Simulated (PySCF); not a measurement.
# C5H6OS: excited states, first hyperpolarisability

What do calculations give for the excited states, first hyperpolarisability of C5H6OS (`CSc1ccco1`)?

Programs: PySCF 2.14.0, with routines of our own; each step states its level. All values are computed. Atoms count from 0.

### 1 The starting structure

13 atoms, charge 0, multiplicity 1; geometry from: GFN2-xTB.

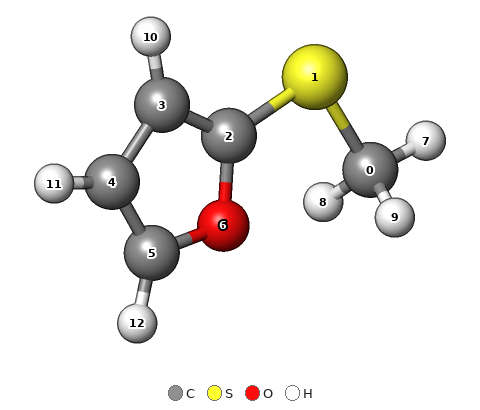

The starting geometry (carbon grey, sulfur yellow, oxygen red, hydrogen white).

### 2 Optimising the geometry at PBE0-D3(BJ)/def2-SVP

Job settings and geometry (Å):

```
{"job": {"xc": "PBE0", "basis": "def2-SVP", "d3": "d3bj", "grid": 2, "kind": "geom"}, "charge": 0, "multiplicity": 1}
C     -2.500108    -0.073106    -0.050720
S     -1.388447     1.362885     0.002661
C      0.139840     0.564129    -0.283123
C      1.399816     1.085865    -0.362114
C      2.251881    -0.018163    -0.608825
C      1.452048    -1.114471    -0.660864
O      0.159798    -0.769357    -0.463138
H     -3.500105     0.310386     0.123005
H     -2.221575    -0.775196     0.729177
H     -2.437728    -0.542140    -1.027859
H      1.670915     2.114789    -0.257036
H      3.315088     0.008695    -0.729861
H      1.654188    -2.153830    -0.821990
```

Started as:

```bash
> OMP_NUM_THREADS=1 python excited_run.py task.json out
```

This one command runs all jobs of the session in turn.

What it wrote:

```text
step   0  E = -666.76528251  max force = 0.013060
step   1  E = -666.76674200  max force = 0.002884
step   2  E = -666.76674854  max force = 0.002242
step   3  E = -666.76676581  max force = 0.001055
step   4  E = -666.76675544  max force = 0.001897
step   5  E = -666.76676804  max force = 0.000497
step   6  E = -666.76676941  max force = 0.000139
optimisation converged
```

Run time: 49 s. Hardware: 1 thread of Arm Neoverse V1, shared host; peak memory 0.71 GiB.

The steps of the relaxation:

```
step  energy from step 0 (eV)  largest force component (eV/Å)
   0                   0.0000                          0.6716
   1                  -0.0397                          0.1483
   2                  -0.0399                          0.1153
   3                  -0.0404                          0.0543
   4                  -0.0401                          0.0975
   5                  -0.0404                          0.0256
   6                  -0.0405                          0.0071
```

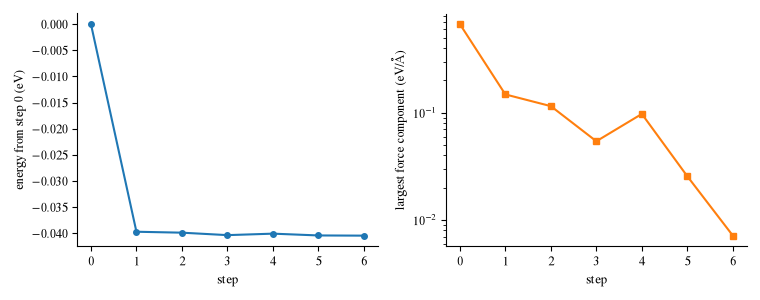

Energy and largest force along the relaxation.

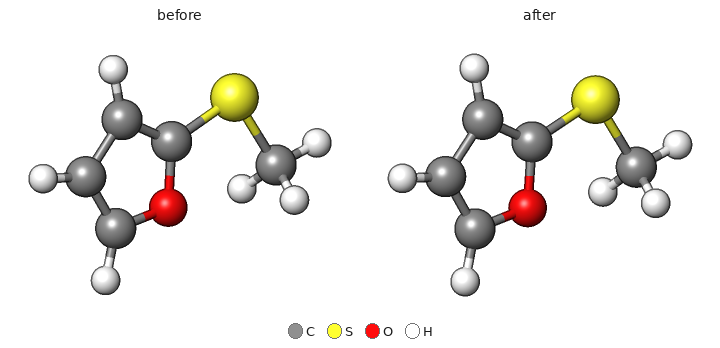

Before and after, at one scale.

Distances of close pairs at the start and the end, largest changes first:

```
  bond  before (Å)  after (Å)  change (Å)
C3–H10       1.069      1.087      +0.018
C4–H11       1.070      1.088      +0.018
C5–H12       1.071      1.086      +0.015
 C3–C4       1.416      1.431      +0.015
 C0–H7       1.085      1.098      +0.013
 C0–S1       1.817      1.804      -0.013
 C0–H9       1.086      1.098      +0.013
 C0–H8       1.086      1.098      +0.012
```

The end geometry stands in the next job.

```
                         at the end point                value
  point group (found at 0.08 Å tolerance)                   Cs
rotational constants (GHz, main isotopes)  5.765, 1.616, 1.273
                        dipole moment (D)                 1.10
```

### 3 Excited states: TDA CAM-B3LYP/def2-TZVPD

Job settings and geometry (Å):

```
{"job": {"kind": "states", "xc": "CAM-B3LYP", "basis": "def2-TZVPD", "tda": true, "soc": true, "nstates": 6, "ntriplets": 5, "nquad": 4}, "charge": 0, "multiplicity": 1}
C     -2.522186    -0.076570    -0.058139
S     -1.432148     1.359628     0.000162
C      0.114507     0.599039    -0.286498
C      1.371769     1.134690    -0.368781
C      2.244691     0.029289    -0.620129
C      1.457978    -1.079007    -0.670134
O      0.159153    -0.735664    -0.467270
H     -3.533597     0.314000     0.116494
H     -2.268935    -0.800805     0.727535
H     -2.483616    -0.566001    -1.040465
H      1.636654     2.183678    -0.263158
H      3.324813     0.061675    -0.747030
H      1.650708    -2.135473    -0.832481
```

With the program's defaults for keys left out, this is: TDA CAM-B3LYP/def2-TZVPD excited states, vertical, gas phase, spin-orbit mean-field couplings.

What it wrote:

```text
coarse grid: 11864 points
cycle   1  E = -667.4679553714  dE =  1.367e+00  |g| = 5.025e-01  |ddm| = 4.096e+00
cycle   2  E = -667.4676529467  dE =  3.024e-04  |g| = 5.628e-01  |ddm| = 1.243e+00
cycle   3  E = -667.5213863137  dE = -5.373e-02  |g| = 6.797e-02  |ddm| = 4.096e-01
cycle   4  E = -667.5220783869  dE = -6.921e-04  |g| = 3.708e-02  |ddm| = 1.102e-01
cycle   5  E = -667.5223643665  dE = -2.860e-04  |g| = 1.240e-02  |ddm| = 4.753e-02
cycle   6  E = -667.5224010127  dE = -3.665e-05  |g| = 2.963e-03  |ddm| = 1.541e-02
cycle   7  E = -667.5224030311  dE = -2.018e-06  |g| = 1.107e-03  |ddm| = 6.173e-03
final grid: 111232 points
cycle   8  E = -667.5162791448  dE = -3.935e-05  |g| = 3.956e-03  |ddm| = 1.808e-01
cycle   9  E = -667.5162792762  dE = -1.315e-07  |g| = 3.905e-03  |ddm| = 1.734e-02
cycle  10  E = -667.5162825690  dE = -3.293e-06  |g| = 5.650e-04  |ddm| = 4.579e-03
cycle  11  E = -667.5162826154  dE = -4.637e-08  |g| = 2.846e-04  |ddm| = 9.755e-04
cycle  12  E = -667.5162826322  dE = -1.683e-08  |g| = 6.505e-05  |ddm| = 4.244e-04
cycle  13  E = -667.5162826331  dE = -9.227e-10  |g| = 2.268e-05  |ddm| = 1.162e-04
converged SCF energy = -667.5162826331

Singlet excitations
state   eV       nm        f     d(h-e)  d(exc)  Lambda  PR(NTO)  |dmu|/D   mu/D   main configurations
  1   4.7136   263.0   0.00113   1.383   3.506   0.305   1.014    5.414    5.410   H->L 0.65, H->L+8 0.12
  2   5.3016   233.9   0.01056   0.645   3.976   0.286   1.042    3.156    4.181   H->L+1 0.63, H->L 0.14, H->L+2 0.08
  3   5.5727   222.5   0.41276   0.632   3.191   0.701   1.083    1.796    2.086   H->L+3 0.94
  4   5.7187   216.8   0.00003   0.525   4.580   0.274   1.080    2.479    3.033   H->L+2 0.83
  5   6.0633   204.5   0.00558   0.557   4.173   0.388   1.053                     H->L+4 0.92
  6   6.1498   201.6   0.00065   0.681   4.432   0.298   1.086                     H->L+5 0.32, H->L+8 0.19, H->L+6 0.17

Triplet excitations (Tamm-Dancoff)
state   eV     d(h-e)  d(exc)  Lambda  PR(NTO)   main configurations
  1   3.6673   0.206   2.597   0.680   1.084   H->L+3 0.80
  2   4.3838   1.067   3.187   0.309   1.019   H->L 0.52, H->L+8 0.15, H->L+1 0.09
  3   5.0361   0.399   2.581   0.598   1.562   H->L+9 0.46, H-1->L+3 0.16, H->L+11 0.11
  4   5.2264   0.532   3.941   0.288   1.054   H->L+1 0.57, H->L 0.20
  5   5.5140   0.791   4.041   0.312   1.075   H->L+2 0.62, H->L+14 0.13
S1 - T1 = 1.0463 eV

Spin-orbit couplings |<S|Hso|T>| (cm-1)
             T1       T2       T3       T4       T5
S0        0.528  124.184    0.185   29.952   57.637
S1       14.336    0.212    4.613    5.236   21.729
S2        5.119    6.666    1.976    0.236    2.722
S3        0.030   11.740    0.072    5.281    3.959
S4        2.703    5.688    1.283    1.647    0.425
S5        0.019   17.733    0.021    3.420    7.528
S6       10.551    6.825    1.273    1.068   12.663
T1 sublevels (cm-1): 0.000 0.000 0.011   radiative rates (1/s): 0.00845 1.23 3.3
```

It took 81 s on 1 thread of Arm Neoverse V1, shared host; peak memory 1.2 GiB.

Key values:

```
  quantity    value
S1 less T1  1.05 eV
```

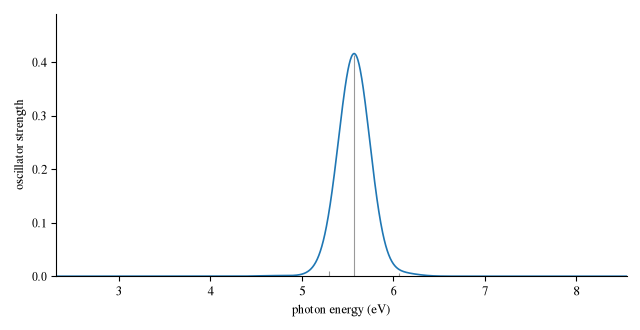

Absorption lines of the singlets. Lines are broadened to a width of 0.40 eV (Gaussian).

Orbitals, density, ELF and potential are computed afterwards from the orbital file.

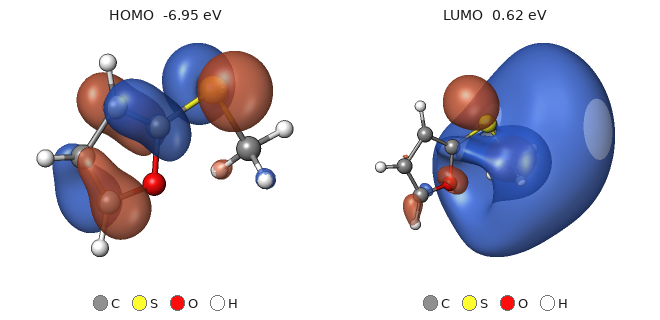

CAM-B3LYP/def2-TZVPD orbitals near the gap, drawn at the value that encloses 70 % of each; the two colours are the two signs. The LUMO is diffuse and is cut off by the edge of the grid.

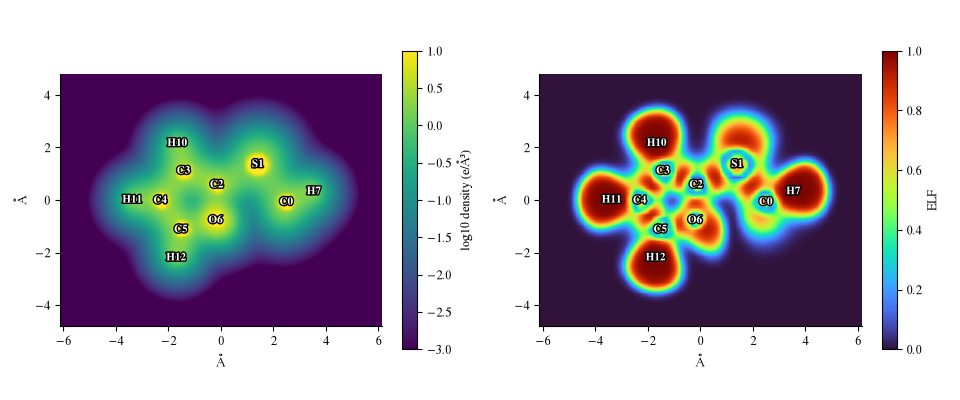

Density (left) and ELF (right) in a plane through or near 11 of the atoms.

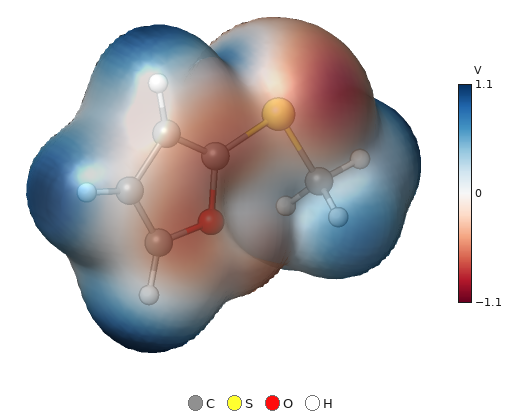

The potential that a unit positive charge feels on the 0.002 e/bohr³ surface, from the 1st to the 99th percentile, from -0.78 V near S1 to 1.10 V near H12.

### 4 Excited states: TDDFT CAM-B3LYP/def2-TZVPD

The job, as its differences from that of step 3:

```diff
@@ -1,2 +1,2 @@
-{"job": {"kind": "states", "xc": "CAM-B3LYP", "basis": "def2-TZVPD", "tda": true, "soc": true, "nstates": 6, "ntriplets": 5, "nquad": 4}, "charge": 0, "multiplicity": 1}
+{"job": {"kind": "states", "xc": "CAM-B3LYP", "basis": "def2-TZVPD", "tpa": true, "nstates": 8, "nquad": 6, "ntriplets": 0}, "charge": 0, "multiplicity": 1}
 C     -2.522186    -0.076570    -0.058139
```

Method: TDDFT CAM-B3LYP/def2-TZVPD excited states, vertical, gas phase, two-photon moments by quadratic response.

What it wrote:

```text
coarse grid: 11864 points
cycle   1  E = -667.4679553714  dE =  1.367e+00  |g| = 5.025e-01  |ddm| = 4.096e+00
cycle   2  E = -667.4676529467  dE =  3.024e-04  |g| = 5.628e-01  |ddm| = 1.243e+00
cycle   3  E = -667.5213863137  dE = -5.373e-02  |g| = 6.797e-02  |ddm| = 4.096e-01
cycle   4  E = -667.5220783869  dE = -6.921e-04  |g| = 3.708e-02  |ddm| = 1.102e-01
cycle   5  E = -667.5223643665  dE = -2.860e-04  |g| = 1.240e-02  |ddm| = 4.753e-02
cycle   6  E = -667.5224010127  dE = -3.665e-05  |g| = 2.963e-03  |ddm| = 1.541e-02
cycle   7  E = -667.5224030311  dE = -2.018e-06  |g| = 1.107e-03  |ddm| = 6.173e-03
final grid: 111232 points
cycle   8  E = -667.5162791448  dE = -3.935e-05  |g| = 3.956e-03  |ddm| = 1.808e-01
cycle   9  E = -667.5162792762  dE = -1.315e-07  |g| = 3.905e-03  |ddm| = 1.734e-02
cycle  10  E = -667.5162825690  dE = -3.293e-06  |g| = 5.650e-04  |ddm| = 4.579e-03
cycle  11  E = -667.5162826154  dE = -4.637e-08  |g| = 2.846e-04  |ddm| = 9.755e-04
cycle  12  E = -667.5162826322  dE = -1.683e-08  |g| = 6.505e-05  |ddm| = 4.244e-04
cycle  13  E = -667.5162826331  dE = -9.227e-10  |g| = 2.268e-05  |ddm| = 1.162e-04
converged SCF energy = -667.5162826331

Singlet excitations
state   eV       nm        f     d(h-e)  d(exc)  Lambda  PR(NTO)  |dmu|/D   mu/D   delta(TPA)   sigma/GM   main configurations
  1   4.6961   264.0   0.00094   1.385   3.510   0.305   1.015    5.353    5.353        5.36      0.043   H->L 0.64, H->L+8 0.12
  2   5.2989   234.0   0.00986   0.644   3.982   0.286   1.042    3.144    4.169        1.49      0.015   H->L+1 0.63, H->L 0.14, H->L+2 0.08
  3   5.3519   231.7   0.30781   0.648   3.092   0.692   1.123    1.869    2.034       66.29      0.696   H->L+3 0.95
  4   5.7087   217.2   0.00001   0.549   4.574   0.275   1.080    2.580    3.130      197.64      2.360   H->L+2 0.83
  5   6.0348   205.4   0.00447   0.556   4.158   0.396   1.063    2.892    3.335      422.73      5.640   H->L+4 0.90
  6   6.1443   201.8   0.00051   0.645   4.442   0.299   1.085    3.039    3.617        1.88      0.026   H->L+5 0.31, H->L+8 0.20, H->L+6 0.17
  7   6.3310   195.8   0.01145   0.644   4.565   0.277   1.105                                            H->L+6 0.44, H->L+5 0.36
  8   6.4979   190.8   0.00271   1.357   4.334   0.360   1.058                                            H->L+7 0.53, H->L+5 0.14, H->L+8 0.12
```

It took 88 s on 1 thread of Arm Neoverse V1, shared host; peak memory 1.2 GiB.

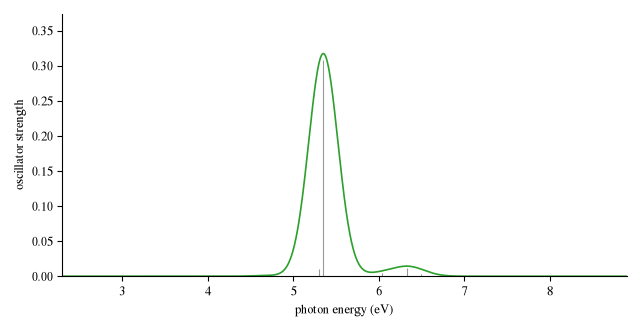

Absorption lines of the singlets. Lines are broadened to a width of 0.40 eV (Gaussian).

### 5 First hyperpolarisability: quadratic response CAM-B3LYP/def2-TZVPD

The job, as its differences from that of step 4:

```diff
@@ -1,2 +1,2 @@
-{"job": {"kind": "states", "xc": "CAM-B3LYP", "basis": "def2-TZVPD", "tpa": true, "nstates": 8, "nquad": 6, "ntriplets": 0}, "charge": 0, "multiplicity": 1}
+{"job": {"kind": "beta", "xc": "CAM-B3LYP", "basis": "def2-TZVPD"}, "charge": 0, "multiplicity": 1}
 C     -2.522186    -0.076570    -0.058139
```

With the program's defaults for keys left out, this is: quadratic response CAM-B3LYP/def2-TZVPD first hyperpolarisability, Taylor convention, gas phase.

What it wrote:

```text
coarse grid: 11864 points
cycle   1  E = -667.4679553714  dE =  1.367e+00  |g| = 5.025e-01  |ddm| = 4.096e+00
cycle   2  E = -667.4676529467  dE =  3.024e-04  |g| = 5.628e-01  |ddm| = 1.243e+00
cycle   3  E = -667.5213863137  dE = -5.373e-02  |g| = 6.797e-02  |ddm| = 4.096e-01
cycle   4  E = -667.5220783869  dE = -6.921e-04  |g| = 3.708e-02  |ddm| = 1.102e-01
cycle   5  E = -667.5223643665  dE = -2.860e-04  |g| = 1.240e-02  |ddm| = 4.753e-02
cycle   6  E = -667.5224010127  dE = -3.665e-05  |g| = 2.963e-03  |ddm| = 1.541e-02
cycle   7  E = -667.5224030311  dE = -2.018e-06  |g| = 1.107e-03  |ddm| = 6.173e-03
final grid: 111232 points
cycle   8  E = -667.5162791448  dE = -3.935e-05  |g| = 3.956e-03  |ddm| = 1.808e-01
cycle   9  E = -667.5162792762  dE = -1.315e-07  |g| = 3.905e-03  |ddm| = 1.734e-02
cycle  10  E = -667.5162825690  dE = -3.293e-06  |g| = 5.650e-04  |ddm| = 4.579e-03
cycle  11  E = -667.5162826154  dE = -4.637e-08  |g| = 2.846e-04  |ddm| = 9.755e-04
cycle  12  E = -667.5162826322  dE = -1.683e-08  |g| = 6.505e-05  |ddm| = 4.244e-04
cycle  13  E = -667.5162826331  dE = -9.227e-10  |g| = 2.268e-05  |ddm| = 1.162e-04
converged SCF energy = -667.5162826331

Lowest singlets (eV, f): 4.6961 0.0009  5.2989 0.0099  5.3519 0.3078

First hyperpolarisability (au)
process     nm      |vector|   parallel      HRS      DR
static         -      161.76       5.63      62.92   6.371
shg       1907.0      176.36       3.51      68.66   6.374
eope      1907.0      166.40       4.97          -       -
shg       1064.0      217.35      -2.84      84.83   6.349
eope      1064.0      177.47       3.35          -       -
```

Wall time 74 s (1 thread of Arm Neoverse V1, shared host); peak memory 1.3 GiB.

### 6 Results

```
                                                  quantity                                                value
                                               point group                                                   Cs
                      rotational constants (main isotopes)                                 5.77, 1.62, 1.27 GHz
             S1 less T1 (step 3, TDA CAM-B3LYP/def2-TZVPD)                                              1.05 eV
                     surface potential, 1st and 99th percentile                                   -0.78 V and 1.10 V
β vector (step 5, quadratic response CAM-B3LYP/def2-TZVPD)  static 162, SHG 1907.0 nm 176, SHG 1064.0 nm 217 au
```

In words: The optimisation took 6 steps and gained 0.040 eV; among the close pairs (by a distance rule), C3–H10 changed most, from 1.069 to 1.087 Å. No frequency check was run at this level, so the end point may be a saddle. In step 3, the number of triplets below S1 is 2, and the largest singlet-triplet spin-orbit coupling is S0–T2, 124.18 cm⁻¹. β grows from 162 au (static) to 217 au for doubling at 1064.0 nm: normal dispersion, which grows as twice the photon energy moves toward the bright states.
